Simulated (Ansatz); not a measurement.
# Al13As14 zinc blende off sphere (Al₁₃As₁₄H₃₄+): geometry, orbitals and charge, part 2 of 2

Aim: characterise Al13As14 zinc blende off sphere (Al₁₃As₁₄H₃₄+) as a singlet: its structure, frontier levels and distribution of charge.

Ansatz 0.2.0, Gaussian basis; RKS PBE0-D4/def2-TZVP.

### Step 3. Single point, PBE0-D4/def2-TZVP

start.molden holds the orbitals of an earlier run on this state, given as this run's starting guess.

File in.yaml:

```yaml
crystal:
  periodic: [false, false, false]
  atoms:
    - {symbol: Al, position_ang: [-4.117569, -1.373280, 2.589896]}
    - {symbol: Al, position_ang: [-4.154448, 1.937008, -0.485787]}
    - {symbol: Al, position_ang: [-1.761414, -4.035587, 1.891605]}
    - {symbol: Al, position_ang: [1.476198, -4.061875, -1.157232]}
    - {symbol: Al, position_ang: [-1.535301, 1.983211, -3.881039]}
    - {symbol: Al, position_ang: [1.527691, -1.251069, -3.947019]}
    - {symbol: Al, position_ang: [-1.497238, -1.006694, -1.002934]}
    - {symbol: Al, position_ang: [-1.050648, 2.013924, 1.903538]}
    - {symbol: Al, position_ang: [1.434514, -1.115934, 1.731484]}
    - {symbol: Al, position_ang: [1.450751, 1.670091, -1.100382]}
    - {symbol: Al, position_ang: [-0.934594, 5.050983, -0.967135]}
    - {symbol: Al, position_ang: [4.466714, -0.886011, -0.684644]}
    - {symbol: Al, position_ang: [3.898653, 2.586259, 2.682802]}
    - {symbol: As, position_ang: [-2.901690, -2.301332, 0.557933]}
    - {symbol: As, position_ang: [-2.822675, 0.643857, -2.234839]}
    - {symbol: As, position_ang: [-2.819031, 0.732870, 3.155373]}
    - {symbol: As, position_ang: [-2.335230, 3.448530, 0.381705]}
    - {symbol: As, position_ang: [0.011077, -2.445594, -2.358793]}
    - {symbol: As, position_ang: [-0.110733, -5.225301, 0.396679]}
    - {symbol: As, position_ang: [-0.085264, -2.570795, 3.091498]}
    - {symbol: As, position_ang: [2.807895, -2.545141, 0.290149]}
    - {symbol: As, position_ang: [-0.025754, 0.354641, -5.081339]}
    - {symbol: As, position_ang: [0.048451, 3.201822, -2.415989]}
    - {symbol: As, position_ang: [2.874103, 0.118862, -2.372040]}
    - {symbol: As, position_ang: [0.010249, 0.331943, 0.390545]}
    - {symbol: As, position_ang: [2.846486, 0.302784, 3.200973]}
    - {symbol: As, position_ang: [2.881285, 3.058591, 0.402324]}
    - {symbol: H, position_ang: [-3.557615, -2.432437, 3.677464]}
    - {symbol: H, position_ang: [-5.656062, -1.061145, 2.328401]}
    - {symbol: H, position_ang: [-5.338166, 2.721167, -1.209585]}
    - {symbol: H, position_ang: [-4.392396, 0.849785, 0.686797]}
    - {symbol: H, position_ang: [-2.564204, -5.073991, 2.785165]}
    - {symbol: H, position_ang: [2.304866, -5.056382, -2.082299]}
    - {symbol: H, position_ang: [-2.394250, 2.827657, -4.920278]}
    - {symbol: H, position_ang: [2.321495, -2.209169, -4.939713]}
    - {symbol: H, position_ang: [0.108584, 2.555603, 2.873444]}
    - {symbol: H, position_ang: [-1.851878, 5.984383, -1.879892]}
    - {symbol: H, position_ang: [0.278029, 5.561557, -0.044374]}
    - {symbol: H, position_ang: [5.711769, -1.617915, -1.355298]}
    - {symbol: H, position_ang: [4.562245, 0.235396, 0.475462]}
    - {symbol: H, position_ang: [5.448962, 2.290177, 2.465701]}
    - {symbol: H, position_ang: [3.205747, 3.582355, 3.717297]}
    - {symbol: H, position_ang: [-3.904856, -3.087638, -0.279432]}
    - {symbol: H, position_ang: [-3.818685, -0.176938, -3.050018]}
    - {symbol: H, position_ang: [-3.864141, 1.786419, 3.495350]}
    - {symbol: H, position_ang: [-2.281225, 0.546561, 4.574884]}
    - {symbol: H, position_ang: [-3.084055, 4.327205, 1.384436]}
    - {symbol: H, position_ang: [-0.871335, -3.319641, -3.247585]}
    - {symbol: H, position_ang: [-0.921537, -6.207242, -0.440598]}
    - {symbol: H, position_ang: [0.663536, -6.253687, 1.214259]}
    - {symbol: H, position_ang: [0.764965, -3.404878, 4.041214]}
    - {symbol: H, position_ang: [-0.812200, -1.729399, 4.130903]}
    - {symbol: H, position_ang: [3.576306, -3.444089, 1.256306]}
    - {symbol: H, position_ang: [-0.842423, -0.465096, -6.074885]}
    - {symbol: H, position_ang: [0.793141, 1.140498, -6.099496]}
    - {symbol: H, position_ang: [1.066748, 3.814044, -3.377182]}
    - {symbol: H, position_ang: [3.707736, 1.035480, -3.264706]}
    - {symbol: H, position_ang: [2.041328, 0.406521, 4.491880]}
    - {symbol: H, position_ang: [3.919155, -0.651141, 3.713660]}
    - {symbol: H, position_ang: [2.093342, 4.364708, 0.481096]}
    - {symbol: H, position_ang: [4.004594, 3.544484, -0.505720]}
basis:
  gaussian: {orbitals: def2-TZVP, fitting: {mean_field: def2-universal-jkfit}, initial_orbitals: start.molden}
total_charge: 1
hamiltonian: {xc: pbe0, dispersion: d4}
scf: {omitted_lower_state_checks: [starts]}
output: {orbitals: {seedname: orbitals}}
```

Launch:

```bash
$ ansatz run in.yaml --threads 11 --pin off --events-out ev --progress --plain --max-ram 174080MiB --backend cuda --devices 0, --max-vram 75GiB
```

Output:

```text
Functional definition: PBE0
  name "PBE0"
  cite "Adamo & Barone, J. Chem. Phys. 110, 6158 (1999) doi:10.1063/1.478522"
  cite "Perdew, Burke & Ernzerhof, Phys. Rev. Lett. 77, 3865 (1996) doi:10.1103/PhysRevLett.77.3865"
  parent pbe
  parameter a = 0.25
  parameter kappa = 0.804
  parameter beta = 0.06672455060314922
  exchange = (1 - a)*pbe_x(kappa = kappa, mu = beta*pi^2/3) + a*exact_x
  correlation = pbe_c(beta = beta)
these checks for a lower state are left out or cut short: starts
6000 factors; integrals over basis functions are off by at most 6.7e-1 eV
mean field evaluation 1: about -937957.9022 eV, gradient 4.4e2 eV
mean field evaluation 2: about -937968.0123 eV, gradient 1.5e1 eV
mean field evaluation 4: about -937968.5634 eV, gradient 5.7e-1 eV
mean field evaluation 8: about -937968.5663 eV, gradient 1.8e-5 eV
mean field -937968.56630164 eV, -34469.7090336561 hartree, gradient 1.8e-5 eV, S^2 0.000000; 0 other end points of the search recorded, 0 dependent functions left out
reference -937968.56640453 eV, -34469.7090374373 hartree; 332, 332 occupied and 1025, 1025 virtual orbitals, 6000 factors
Total energy: -937973.15575533 eV, -34469.8776929683 hartree
Checks for a lower state left out: starts
```

Wall time 19 s (1 × H100 with 11 threads of AMD EPYC 7R13, shared host); peak host memory 1.7 GiB.

From the report: HOMO -9.50 eV, LUMO -4.33 eV.

Mulliken charges at PBE-D4/def2-SVP, from the relaxation's report:

Al1 0.25; Al2 0.31; Al3 0.33; Al4 0.39; Al5 0.40; Al6 0.39; Al7 0.45; Al8 0.35; Al9 0.39; Al10 0.37; Al11 0.33; Al12 0.30; Al13 0.30; As14 -0.33; As15 -0.34; As16 -0.15; As17 -0.39; As18 -0.38; As19 -0.16; As20 -0.12; As21 -0.36; As22 -0.14; As23 -0.34; As24 -0.35; As25 -0.60; As26 -0.09; As27 -0.12; H28 -0.08; H29 -0.04; H30 -0.06; H31 -0.11; H32 -0.01; H33 -0.03; H34 -0.03; H35 -0.03; H36 -0.04; H37 -0.07; H38 -0.10; H39 -0.05; H40 -0.09; H41 -0.06; H42 -0.06; H43 0.07; H44 0.06; H45 0.07; H46 0.04; H47 0.06; H48 0.06; H49 0.07; H50 0.06; H51 0.07; H52 0.07; H53 0.06; H54 0.06; H55 0.06; H56 0.05; H57 0.06; H58 0.05; H59 0.06; H60 0.08; H61 0.06

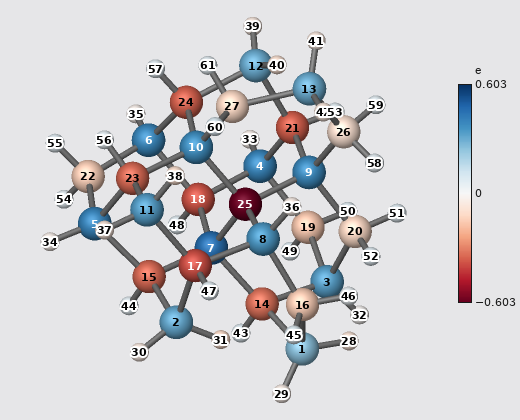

Mulliken charges at PBE-D4/def2-SVP, from the relaxation's report, as colours on the atoms.

### Step 4. Outcome

This closing draws on all 2 parts.

| quantity | value |
| --- | --- |
| point group | C1 |
| commonest bond, hydrogen aside | Al–As, 37 of mean length 2.499 Å |
| HOMO, LUMO at PBE0-D4/def2-TZVP | -9.50, -4.33 eV |

The relaxation broke 1 and made 0 bonds, so the end is another structure than the start. No usable vibrations, so a minimum isn't proven. Whether this spin is the lowest isn't tested here. The point group is read from a loosely relaxed geometry; soft torsions can leave it below the true symmetry.
